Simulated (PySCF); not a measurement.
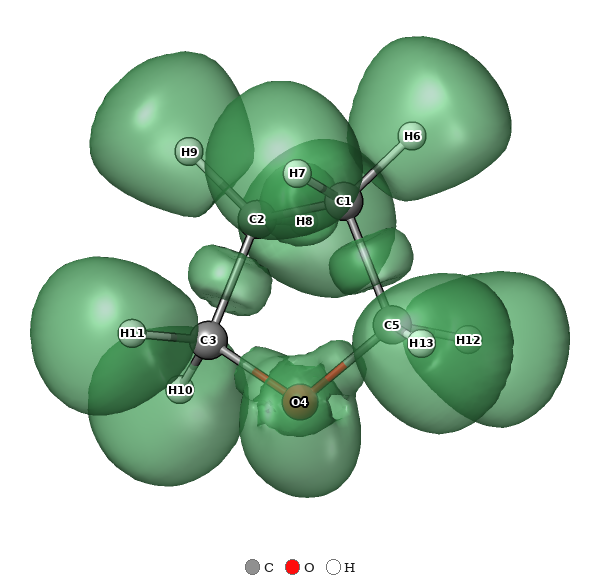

Figure. C$_{4}$H$_{8}$O (tetrahydrofuran). Isosurface of the electron localisation function at 0.75 (green), seen at an oblique angle. Only the valence region is drawn (cores and ρ < 0.01 e/Å³ removed).

Geometry: PBE0-D3(BJ)/def2-SVP.

Level of theory: WP04/pcSseg-2, SCF density, gas phase, non-relativistic in PySCF.

Input file:

```
{"job": {"xc": "WP04", "basis": "pcSseg-2", "kind": "nmr", "pop": true}, "charge": 0, "multiplicity": 1}
C     -0.988655     0.409261    -0.015892
C      0.390112     0.912187     0.396328
C      1.296237    -0.077088    -0.327299
O      0.584061    -1.295893    -0.383213
C     -0.765694    -1.098162    -0.017194
H     -1.797385     0.725718     0.658399
H     -1.236173     0.762393    -1.030559
H      0.517115     0.823905     1.487939
H      0.583972     1.958029     0.117911
H      2.257528    -0.238506     0.188437
H      1.524090     0.274298    -1.352936
H     -0.951602    -1.524490     0.988633
H     -1.417996    -1.631169    -0.728282
```

Launched as:

```sh
OMP_NUM_THREADS=1 python ens_run.py task.json out
```

**What do the ELF domains correspond to?**

The ELF exceeds this value in three regions between bonded C–C atoms (shared pairs), eight regions around hydrogen nuclei and one region on O in which the atom's valence shell and bonds are merged. Along the contacts the grid gives the following. C–O (1.41 Å): the ELF peaks at about 0.90 between the atoms: a shared but strongly polarised pair. C–C (1.52 Å): the ELF peaks at about 0.95 between the atoms; localised, covalent bonding.
